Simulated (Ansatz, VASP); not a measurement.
# BiN in two plane-wave programs

Aim: how closely do two programs agree when they are given the same cell, functional and k mesh? The cell is generated by rule, not measured, and may not be a known phase. The cell comes out of the VASP series on this material, whose earlier steps may have relaxed, scaled or displaced it; both programs get it as it stands.

Calculated with Ansatz 0.2.0; plane waves, with VASP 6.6.1 beside it; band structure at PBEsol, spin-orbit coupling.

The structure was built from a prototype and need not be the compound's stable phase.

## (1) The structure

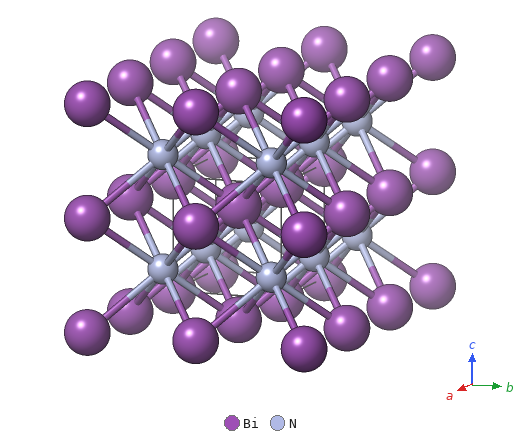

The cell as given, slightly off an axis (bismuth purple, nitrogen light blue). 3×2×2 cells are drawn. Some periodic images of atoms are drawn too.

## (2) VASP: band structure, PBEsol, spin-orbit coupling

The same path points are solved in both programs, so levels can be compared one by one.

Lines of VASP's logs that name or quote its potential files are left out, and so is its time.

The input, INCAR:

```
SYSTEM = BiN
PREC = Accurate
ENCUT = 520
EDIFF = 1E-06
NELM = 100
ISMEAR = 0
SIGMA = 0.02
LREAL = .FALSE.
ALGO = Normal
GGA = PS
LNONCOLLINEAR = .TRUE.
MAGMOM = 0 0 0 0 0 0
NBANDS = 32
GGA_COMPAT = .FALSE.
LASPH = .TRUE.
LSORBIT = .TRUE.
LORBIT = 11
LWAVE = .FALSE.
LCHARG = .FALSE.
KPAR = 4
ISIF = 2
```

The input, POSCAR:

```
BiN
1.0
    3.0189600000      0.0000000000      0.0000000000
    0.0000000000      3.0189600000      0.0000000000
    0.0000000000      0.0000000000      3.0189600000
Bi N
1 1
Direct
    0.0000000000      0.0000000000      0.0000000000
    0.5000000000      0.5000000000      0.5000000000
```

The input, KPOINTS:

```
Automatic mesh
0
Gamma
10 10 10
0 0 0
```

The input, KPOINTS_OPT:

```
Line mode
16
Line-mode
Reciprocal
  0.00000000   0.00000000   0.00000000 GAMMA
  0.00000000   0.50000000   0.00000000 X

  0.00000000   0.50000000   0.00000000 X
  0.50000000   0.50000000   0.00000000 M

  0.50000000   0.50000000   0.00000000 M
  0.00000000   0.00000000   0.00000000 GAMMA

  0.00000000   0.00000000   0.00000000 GAMMA
  0.50000000   0.50000000   0.50000000 R

  0.50000000   0.50000000   0.50000000 R
  0.00000000   0.50000000   0.00000000 X

  0.50000000   0.50000000   0.00000000 M
  0.50000000   0.50000000   0.50000000 R
```

Potentials, in the order of the species: Bi_d and N (PBE family, release 64).

Launch:

```
> mpirun -np 4 vasp_ncl
```

Numbers of over 12 decimals in the logs are rounded to 6 here.

Log:

```text
[banner, memory and clock lines left out]
running    4 mpi-ranks, on    1 nodes
 distrk:  each k-point on    1 cores,    4 groups
 distr:  one band on    1 cores,    1 groups

 POSCAR found type information on POSCAR BiN
 POSCAR found :  2 types and       2 ions
|                                                                             |
|               ----> ADVICE to this user running VASP <----                  |
|                                                                             |
|     You enforced a specific xc type in the INCAR file but a different       |
|     [... a line on the potential file left out ...]
|     I HOPE YOU KNOW WHAT YOU ARE DOING!                                     |
|                                                                             |

 LDA part: xc-table for (Slater+PW92), standard interpolation
 POSCAR, INCAR and KPOINTS ok, starting setup
 FFT: planning ... GRIDC
 FFT: planning ... GRID_SOFT
 FFT: planning ... GRID
 WAVECAR not read
 entering main loop
       N       E                     dE             d eps       ncg     rms          rms(c)
DAV:   1     0.229490597639E+03    0.22949E+03   -0.99768E+03  3680   0.168E+03
DAV:   2     0.147106287249E+02   -0.21478E+03   -0.20498E+03  3760   0.490E+02
DAV:   3    -0.114001891768E+02   -0.26111E+02   -0.25403E+02  4256   0.160E+02
DAV:   4    -0.124663665388E+02   -0.10662E+01   -0.10641E+01  4112   0.331E+01
DAV:   5    -0.125080174888E+02   -0.41651E-01   -0.41632E-01  5416   0.635E+00    0.713E+00
DAV:   6    -0.111020753587E+02    0.14059E+01   -0.81174E+00  5072   0.239E+01    0.362E+00
DAV:   7    -0.108915366151E+02    0.21054E+00   -0.98833E-01  4448   0.822E+00    0.154E+00
DAV:   8    -0.109337459715E+02   -0.42209E-01   -0.44172E-01  4064   0.457E+00    0.213E+00
DAV:   9    -0.108755398837E+02    0.58206E-01   -0.14272E-01  4432   0.288E+00    0.397E-01
DAV:  10    -0.108766443051E+02   -0.11044E-02   -0.11370E-02  4128   0.739E-01    0.235E-01
DAV:  11    -0.108765815542E+02    0.62751E-04   -0.25230E-04  4880   0.144E-01    0.137E-01
DAV:  12    -0.108765162590E+02    0.65295E-04   -0.82456E-05  4112   0.634E-02    0.590E-02
DAV:  13    -0.108765032085E+02    0.13050E-04   -0.10442E-05  4112   0.255E-02    0.318E-02
DAV:  14    -0.108764993475E+02    0.38611E-05   -0.30203E-06  3752   0.135E-02    0.203E-02
DAV:  15    -0.108764976621E+02    0.16853E-05   -0.19531E-06  3496   0.996E-03    0.856E-03
DAV:  16    -0.108764975925E+02    0.69636E-07   -0.79373E-07  2544   0.595E-03
   1 F= -.10876498E+02 E0= -.10876194E+02  d E =-.607156E-03  mag=    -0.0000    -0.0000    -0.0000
 Start KPOINTS_OPT (optional k-point list driver)
k-point batch [1-56\96]
       N       E                     dE             ncg
DAV:   1     0.973857958748E+04   -0.13370E+05     3728
DAV:   2    -0.235819055267E+04   -0.12097E+05     3688
DAV:   3    -0.386032369749E+04   -0.15021E+04     4304
DAV:   4    -0.392167800971E+04   -0.61354E+02     4216
DAV:   5    -0.392404796946E+04   -0.23700E+01     5592
DAV:   6    -0.392407366896E+04   -0.25699E-01     4416
DAV:   7    -0.392407432995E+04   -0.66099E-03     5592
DAV:   8    -0.392407433682E+04   -0.68720E-05     4184
DAV:   9    -0.392407433703E+04   -0.21270E-06     3008
k-point batch [57-96\96]
       N       E                     dE             ncg
DAV:   1     0.881922751871E+04   -0.28750E+05     2672
DAV:   2     0.665597513768E+03   -0.81536E+04     2704
DAV:   3    -0.273258176011E+03   -0.93886E+03     3096
DAV:   4    -0.310192320530E+03   -0.36934E+02     2872
DAV:   5    -0.311660450613E+03   -0.14681E+01     3840
DAV:   6    -0.311676736252E+03   -0.16286E-01     2984
DAV:   7    -0.311677222190E+03   -0.48594E-03     3880
DAV:   8    -0.311677226139E+03   -0.39490E-05     2496
DAV:   9    -0.311677226314E+03   -0.17526E-06     1808
```

OUTCAR, selected parts (step 2):

```text
ion  position               nearest neighbor table
   1  0.000  0.000  0.000-   2 2.61   2 2.61   2 2.61   2 2.61   2 2.61   2 2.61   2 2.61   2 2.61

  LATTYP: Found a simple cubic cell.
 ALAT       =     3.0189600000

 Subroutine GETGRP returns: Found 48 space group operations
 (whereof 48 operations were pure point group operations)

The static configuration has the point symmetry O_h .

 Found     56 irreducible k-points:

   k-points           NKPTS =     56   k-points in BZ     NKDIM =     56   number of bands    NBANDS=     32

   dimension x,y,z NGX =    24 NGY =   24 NGZ =   24
   dimension x,y,z NGXF=    48 NGYF=   48 NGZF=   48

   ENCUT  =  520.0 eV  38.22 Ry    6.18 a.u.   5.61  5.61  5.61*2*pi/ulx,y,z

   NELECT =      20.0000    total number of electrons

 k-points in reciprocal lattice and weights: Automatic mesh
   0.00000000  0.00000000  0.00000000       0.001
   0.10000000  0.00000000  0.00000000       0.006
   0.20000000  0.00000000  0.00000000       0.006
   0.30000000  0.00000000  0.00000000       0.006
   0.40000000  0.00000000  0.00000000       0.006
   0.50000000  0.00000000  0.00000000       0.003
   0.10000000  0.10000000  0.00000000       0.012
   0.20000000  0.10000000  0.00000000       0.024
   0.30000000  0.10000000  0.00000000       0.024
[...]
0.50000000  0.50000000  0.40000000       0.006
   0.50000000  0.50000000  0.50000000       0.001

 average (electrostatic) potential at core
       1 -99.4451       2 -57.1170

 E-fermi :  11.2548

 k-point     1 :       0.0000    0.0000    0.0000
  band No.  band energies     occupation
    ...
     16       8.3851      1.00000
     17       9.0140      1.00000
     18       9.0140      1.00000
     19       9.0140      1.00000
     20       9.0140      1.00000
     21      17.7227      0.00000
     22      17.7227      0.00000
     23      18.9140      0.00000
     24      18.9140      0.00000
     25      18.9140      0.00000
    ...

 k-point     2 :       0.1000    0.0000    0.0000
  band No.  band energies     occupation
    ...
     16       8.4857      1.00000
     17       9.0771      1.00000
     18       9.0771      1.00000
     19       9.1405      1.00000
     20       9.1405      1.00000
     21      16.9975      0.00000
     22      16.9975      0.00000
     23      18.8448      0.00000
     24      18.8448      0.00000
     25      18.9883      0.00000
    ...

 k-point     3 :       0.2000    0.0000    0.0000
  band No.  band energies     occupation
    ...
     16       8.7478      1.00000
     17       9.3460      1.00000
     18       9.3460      1.00000
     19       9.4914      1.00000
     20       9.4914      1.00000
     21      15.5726      0.00000
     22      15.5726      0.00000
     23      18.2150      0.00000
     24      18.2150      0.00000
     25      19.2088      0.00000
    ...

  Total        3.3929007      3.3929007      3.3929007     -0.0000000     -0.0000000      0.0000000
  in kB      197.5648386    197.5648386    197.5648386     -0.0000000     -0.0000000      0.0000000
  external PRESSURE =     197.5648386 kB  Pullay stress =       0.0000000 kB

  energy-cutoff  :      520.00
  volume of cell :       27.52
      direct lattice vectors                 reciprocal lattice vectors
     3.018960000  0.000000000  0.000000000     0.331239897  0.000000000  0.000000000
     0.000000000  3.018960000  0.000000000     0.000000000  0.331239897  0.000000000
     0.000000000  0.000000000  3.018960000     0.000000000  0.000000000  0.331239897

 POSITION                                       TOTAL-FORCE (eV/Angst)
 -----------------------------------------------------------------------------------
      0.00000      0.00000      0.00000         0.000000      0.000000      0.000000
      1.50948      1.50948      1.50948         0.000000      0.000000      0.000000
 -----------------------------------------------------------------------------------
    total drift:                                0.000000     -0.000000     -0.000000

  FREE ENERGIE OF THE ION-ELECTRON SYSTEM (eV)
  ---------------------------------------------------
  free  energy   TOTEN  =       -10.8764975925 eV

  energy  without entropy=      -10.8758904368  energy(sigma->0) =      -10.87619401

 Spin-Orbit-Coupling matrix elements
 Ion:    1  E_soc:     -1.3027138
 Ion:    2  E_soc:     -0.0003468

 total charge
# of ion       s       p       d       tot
------------------------------------------
    1        1.606   1.137  10.033  12.776
    2        1.310   2.220   0.000   3.530
--------------------------------------------------
tot          2.916   3.357  10.033  16.306

 magnetization (x)
# of ion       s       p       d       tot
------------------------------------------
    1       -0.000   0.000  -0.000  -0.000
    2        0.000   0.000   0.000   0.000
--------------------------------------------------
tot         -0.000   0.000  -0.000   0.000

 magnetization (y)
# of ion       s       p       d       tot
------------------------------------------
    1        0.000  -0.000  -0.000   0.000
    2        0.000  -0.000   0.000  -0.000
--------------------------------------------------
tot          0.000  -0.000  -0.000   0.000

 magnetization (z)
# of ion       s       p       d       tot
------------------------------------------
    1       -0.000   0.000  -0.000  -0.000
    2        0.000   0.000   0.000   0.000
--------------------------------------------------
tot         -0.000   0.000  -0.000  -0.000

[... 3 further parts left out ...]
```

The run ends at a pressure of 19.76 GPa.

## (3) Ansatz: band structure, PBEsol, spin-orbit coupling

Ansatz runs on its fully relativistic PAW (standard-fr) files.

The same cell, functional, mesh and smearing now go to Ansatz, which takes its cutoff from its data sets.

The input, input.yaml:

```yaml
crystal:
  lattice:
    - [3.01896, 0.0, 0.0]
    - [0.0, 3.01896, 0.0]
    - [0.0, 0.0, 3.01896]
  atoms:
    - { symbol: Bi, position: [0.0, 0.0, 0.0] }
    - { symbol: "N", position: [0.5, 0.5, 0.5] }
hamiltonian:
  xc: pbesol
  pseudopotentials: { kind: paw_fr }
magnetization:
  noncollinear: true
  spin_orbit: true
kpoints:
  mp_grid: { grid: [10, 10, 10] }
  band_path:
    path:
      - [0.0, 0.0, 0.0]
      - [0.0, 0.1, 0.0]
      - [0.0, 0.2, 0.0]
      - [0.0, 0.3, 0.0]
      - [0.0, 0.43333, 0.0]
      - [0.0, 0.5, 0.0]
      - [0.1, 0.5, 0.0]
      - [0.2, 0.5, 0.0]
      - [0.33333, 0.5, 0.0]
      - [0.43333, 0.5, 0.0]
      - [0.5, 0.5, 0.0]
      - [0.36667, 0.36667, 0.0]
      - [0.26667, 0.26667, 0.0]
      - [0.16667, 0.16667, 0.0]
      - [0.06667, 0.06667, 0.0]
      - [0.03333, 0.03333, 0.03333]
      - [0.13333, 0.13333, 0.13333]
      - [0.23333, 0.23333, 0.23333]
      - [0.33333, 0.33333, 0.33333]
      - [0.46667, 0.46667, 0.46667]
      - [0.46667, 0.5, 0.46667]
      - [0.36667, 0.5, 0.36667]
      - [0.23333, 0.5, 0.23333]
      - [0.13333, 0.5, 0.13333]
      - [0.03333, 0.5, 0.03333]
      - [0.5, 0.5, 0.03333]
      - [0.5, 0.5, 0.16667]
      - [0.5, 0.5, 0.26667]
      - [0.5, 0.5, 0.36667]
      - [0.5, 0.5, 0.5]
    npoints: 1
scf:
  occupations: { method: gaussian, width: 0.02 }
  n_extra_bands: 14
output:
  forces: true
  stress: true
  eigenvalues: true
```

Launch:

```
> ansatz run input.yaml --threads 2 --pin off --max-ram 4608MiB --backend cpu --events-out ev --progress --plain --runs-dir out
```

Log:

```text
scf.n_extra_bands = 14 over 20 filled bands (N_el = 20.0): the run solves 34 bands
Engine: ansatz 0.2.0, aarch64-unknown-linux-gnu
Pseudopotentials: kind: paw_fr
Pseudopotential: Bi, paw_fr, valence charge 15, recommended cutoff 420 eV (normal), Bi.paw.azcp#standard-fr
Pseudopotential: N, paw_fr, valence charge 5, recommended cutoff 420 eV (normal), N.paw.azcp#standard-fr
Functional definition: PBEsol
  exchange = pbesol_x
  correlation = pbesol_c
non-collinear run that drives no moment, with spin-orbit: no starting moment large enough to seed its density (crystal.atoms[].spin), no starting occupations that ask for one, no magnetisation constraint and no magnetic field, so the semilocal B_xc is pinned to zero
Crystal: 2 atoms, lattice volume = 27.515 Å³
Basis set: ecut = 420 eV, 515 PW (Γ), exchange–correlation on 48×48×48 points (8 copies of the dense FFT grid, shifted against one another)
Bands: 34, of which v1, the nominal top of the filled ones, is band 20 counted from 1 (19 counted from 0)
Symmetry: 48 space group operations + 48 with time reversal
Magnetic group: BNS 221.93 (UNI 1595), of the structure as read, at distance tolerance 3.0e-5 Å
k-points: 56 of 1000
Projection manifold: j_resolved (fully-relativistic pseudo-atomic orbitals)
Non-local potential: Bi, projectors of the file, l = 0: 2, l = 1: 4, l = 2: 4, l = 3: 4
Non-local potential: N, projectors of the file, l = 0: 2, l = 1: 4, l = 2: 2
PAW form: soft (Blöchl's): semilocal exchange-correlation on the pseudo side does not see the compensation charge
PAW frozen core: Bi, regenerated for the run's functional, and the local potential with it (the file was generated under x = pbe(κ = 0.804, μ = 0.219515), c = pbe(β = 0.066725))
PAW frozen core: N, regenerated for the run's functional, and the local potential with it (the file was generated under x = pbe(κ = 0.804, μ = 0.219515), c = pbe(β = 0.066725))
PAW one-centre angular grid: Bi, 590 points (default); XC on 64 Gauss nodes
PAW one-centre angular grid: N, 110 points (default); XC on 64 Gauss nodes
Initial density: superposition of atomic densities (chi_scale 0.1, normalization cell, long waves kept (reshape's long-wave potential 0.00 eV rms))
Initial wavefunctions: pseudopotential atomic-orbital guess
Functional: x = pbesol(κ = 0.804, μ = 0.123457), c = pbesol(β = 0.046)
SCF iter   1: F=—  HF=-12658.626655 eV  |F-HF|=—  |Δ(HF+E_count)|=         —  Δρ=4.75e-2  dr2=9.33e-1  dr2_m=0.00e0 (ungated)  ethr=3.10e-3  |M|=0.00e0 ∫|m|=0.00e0 μB  |m|>n=0.0e0 m-floor=0.0e0 τ_xc=0.0e0  β_m=0.30  ⟨swp⟩=7.7  Hψ=5045  notcnv=0  defer=114
preconditioner: auto → none  [insulator: Δε(μ)=0.025 eV  Ē_g=24.519 eV  σ=0.020 eV  W_gap=0.61  n_scr=6 (ndim 8)  ℏωp=31.7 eV  f_vac=0.000  D(μ)=1.88/eV (n_scr^D=18)  ε∞_Penn≈2.7]
SCF iter   2: F=—  HF=-12658.483266 eV  |F-HF|=—  |Δ(HF+E_count)|=   1.43e-1  Δρ=2.88e-2  dr2=1.34e-1  dr2_m=0.00e0 (ungated)  ethr=3.10e-3  |M|=0.00e0 ∫|m|=0.00e0 μB  |m|>n=0.0e0 m-floor=0.0e0 τ_xc=0.0e0  β_m=0.28  ⟨swp⟩=2.0  Hψ=1400  notcnv=0  defer=388
SCF iter   3: F=—  HF=-12658.461759 eV  |F-HF|=—  |Δ(HF+E_count)|=   2.15e-2  Δρ=1.48e-2  dr2=2.91e-2  dr2_m=0.00e0 (ungated)  ethr=6.70e-4  |M|=0.00e0 ∫|m|=0.00e0 μB  |m|>n=0.0e0 m-floor=0.0e0 τ_xc=0.0e0  β_m=0.51  ⟨swp⟩=2.2  Hψ=1060  notcnv=0  defer=388
SCF iter   4: F=—  HF=-12658.459915 eV  |F-HF|=—  |Δ(HF+E_count)|=   1.84e-3  Δρ=1.85e-3  dr2=9.00e-4  dr2_m=0.00e0 (ungated)  ethr=1.46e-4  |M|=0.00e0 ∫|m|=0.00e0 μB  |m|>n=0.0e0 m-floor=0.0e0 τ_xc=0.0e0  β_m=0.53  ⟨swp⟩=2.9  Hψ=1154  notcnv=0  defer=388
SCF iter   5: F=—  HF=-12658.459920 eV  |F-HF|=—  |Δ(HF+E_count)|=   5.66e-6  Δρ=4.37e-4  dr2=3.25e-5  dr2_m=0.00e0 (ungated)  ethr=4.50e-6  |M|=0.00e0 ∫|m|=0.00e0 μB  |m|>n=0.0e0 m-floor=0.0e0 τ_xc=0.0e0  β_m=0.71  ⟨swp⟩=1.5  Hψ=894  notcnv=0  defer=388
SCF iter   6: F=—  HF=-12658.459927 eV  |F-HF|=—  |Δ(HF+E_count)|=   6.58e-6  Δρ=1.26e-4  dr2=5.26e-6  dr2_m=0.00e0 (ungated)  ethr=1.62e-7  |M|=0.00e0 ∫|m|=0.00e0 μB  |m|>n=0.0e0 m-floor=0.0e0 τ_xc=0.0e0  β_m=0.75  ⟨swp⟩=2.0  Hψ=1193  notcnv=0  defer=388
SCF iter   7: F=—  HF=-12658.459926 eV  |F-HF|=—  |Δ(HF+E_count)|=   1.09e-6  Δρ=2.78e-5  dr2=2.59e-7  dr2_m=0.00e0 (ungated)  ethr=2.63e-8  |M|=0.00e0 ∫|m|=0.00e0 μB  |m|>n=0.0e0 m-floor=0.0e0 τ_xc=0.0e0  β_m=0.87  ⟨swp⟩=1.8  Hψ=828  notcnv=0  defer=388
SCF iter   8: F=-12658.459926 eV  HF=-12658.459926 eV  |F-HF|=1.38e-9  |Δ(HF+E_count)|=   5.55e-8  Δρ=2.35e-6  dr2=1.65e-9  dr2_m=0.00e0 (ungated)  ethr=5.00e-10  |M|=0.00e0 ∫|m|=0.00e0 μB  |m|>n=0.0e0 m-floor=0.0e0 τ_xc=0.0e0  ⟨swp⟩=10.6  Hψ=4542  notcnv=0
SCF 1 converged in 8 iterations: F = -12658.459926 eV  dr2 = 1.65e-9
  greatest PAW one-centre occupation: 0.989 electrons in one spin orbital (limit 2), on the Bi atom at site 0 (counted from 0), in its partial waves of l = 2
NSCF: frozen V_eff on 30 k-points
SCF converged after 8 iterations
Magnetization: |M| = 0.0000 μB,  M = (+0.0000, +0.0000, +0.0000) μB
Absolute magnetization: 0.0000 μB (∫|m|)
  site 0: m = (+0.0000, +0.0000, +0.0000) μB, |m| = 0.0000 μB  (R = 1.08 Å)
  site 1: m = (+0.0000, +0.0000, +0.0000) μB, |m| = 0.0000 μB  (R = 1.08 Å)
Free energy (F): -12658.459926 eV
Harris-Foulkes:  -12658.459926 eV  (|F-HF|=1.38e-9)
Internal energy: -12658.459114 eV  (E = F + TS)
E sigma→0 (E₀):  -12658.459520 eV
Entropy (-TS):   -0.000812 eV (-0.406 meV/atom)
Fermi energy:    16.354173 eV
--- Per-component energies (eV) ---
  E_band       = 32.141279
  E_kinetic    = 434.076276
  E_local      = -1198.268035  (includes V_loc(G=0)·N_el)
  E_nonlocal   = 612.556654
  E_hartree    = 356.795563
  E_xc         = -212.746762
  E_vxc        = -223.642881  (∫ρ·V_xc dr)
  E_paw        = -10672.480637  (= ΣΔE_a)
  E_vpaw       = -306.171897  (= ΣTr[D̂ρ^β])
  E_aug_tail   = -0.000285  (compensation charges beyond the density's cutoff)
  E_ewald      = -1978.522157
  E_core_change = 0.130268  (= ΣΔE_core)
  E_smearing   = -0.000812  (= −TS)
  E_closure    = -0.000000  (closes the sum)
  Σ components = -12658.459926   (vs F -12658.459926, Δ=0.00e0)
--- Forces (eV/Å), atoms counted from 1 ---
  atom   1  Bi    -0.00000000     0.00000000     0.00000000
  atom   2  N      0.00000000     0.00000000     0.00000000
  max |Σ_I F_I| component: 7.66e-29 eV/Å
--- Stress (GPa, compression-positive) ---
       19.876070       0.000000      -0.000000
        0.000000      19.876070       0.000000
        0.000000       0.000000      19.876070
  P = ⅓ Tr σ = 19.8761 GPa (198.761 kbar)
--- Band table (eV; the first three rows and the last of 56) ---
  k-point 0: bands = [... 16 lower, 14.1101, 14.1101, 14.1101, 14.1101, 22.5495, 22.5495, 24.0444, 24.0444, ... 10 higher]
  k-point 1: bands = [... 16 lower, 14.1749, 14.1749, 14.2362, 14.2362, 21.9024, 21.9024, 23.9027, 23.9027, ... 10 higher]
  k-point 2: bands = [... 16 lower, 14.4424, 14.4424, 14.5856, 14.5856, 20.5503, 20.5503, 23.2256, 23.2256, ... 10 higher]
  k-point 55: bands = [... 16 lower, 13.2511, 13.2511, 13.2511, 13.2511, 13.3694, 13.3694, 14.9702, 14.9702, ... 10 higher]
```

It took 13 s on 2 threads of Arm Neoverse N1, shared host; peak memory 0.43 GiB.

## (4) Differences

Known differences besides the PAW data sets themselves: spin-orbit coupling enters by fully relativistic files in Ansatz and inside the spheres in VASP; the cutoff is 420 eV in Ansatz and 520 eV in VASP; Ansatz makes its cores anew for this functional, VASP keeps those of its PBE data sets. Total energies have different zeros and are not compared.

Both answers:

```
      quantity  Ansatz   VASP  difference
pressure (GPa)   19.88  19.76       +0.12
```

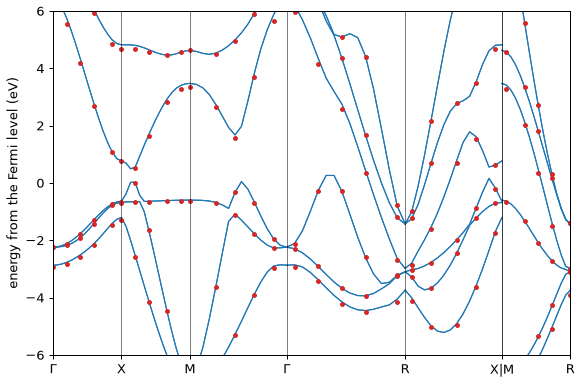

Bands from VASP (lines) and levels from Ansatz (dots). Dots without a line are higher empty bands that the VASP plot leaves out.

Levels from 3 eV below to 2 eV above the Fermi level differ by 42 meV r.m.s. and 115 meV at most; each VASP level is matched to the nearest of Ansatz, which flatters the figure a little. Ansatz's pressure holds a Pulay correction of 0.38 GPa; VASP's holds none.

## (5) Summary of results

| Item | Value |
| --- | --- |
| r.m.s. difference of levels near the Fermi level (band structure, PBEsol, spin-orbit coupling) | 42 meV |

In words: The r.m.s. difference of levels near the Fermi level is 42 meV (band structure, PBEsol, spin-orbit coupling), within the 80 meV picked in this series as the mark of a large difference. 1 further run on this material is not shown. How closely two codes agree says nothing of how well the functional describes the real material.

[Lines on the potential files, build, host, timing and source positions are cut from VASP's logs without a mark.]

[Logs are printed without paths, hosts, clocks, repeated set-up lines and the standing remarks that a program may print on its own settings, such as how far it seeks lower states.]

[Hosts, paths, dates, database ids (printed as entryN), source tags and the programs' standing remarks are cut or masked in the printed files.]
